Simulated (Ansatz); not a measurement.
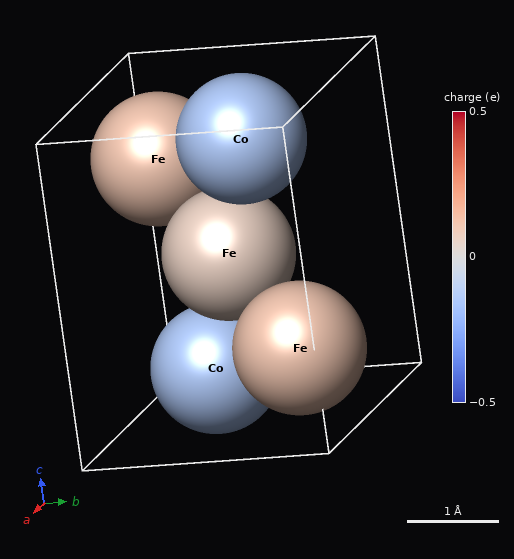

This spheres-only model is shown slightly off an axis. The cell (the run's own, in a reduced setting) is outlined; an atom on or near a face, edge or corner is repeated at each equivalent position. The atoms of this Fe3Co2 cell are coloured by their Bader charge.

All computed values are from Ansatz 0.2.0, DFT PBE, scalar-relativistic, plane waves, PAW. Settings: E_cut = 420 eV, k-points about 0.16 Å⁻¹ apart, Gaussian smearing of 0.1 eV, collinear spins. The state is ferromagnetic.

Interpret the colouring.

Answer. Most positive: Fe; most negative: Co. Charges: about Fe +0.1 e; Co -0.1 e. Little charge moves, as in a metallic or covalent solid.

The cell started as a structure type filled with these elements by a generator (whether the compound takes this form wasn't checked). Earlier steps of the study, as a rule a relaxation of our own, may have changed the cell and positions, so they can lie some per cent off the listed ones. A calculation with Ansatz used it as input.
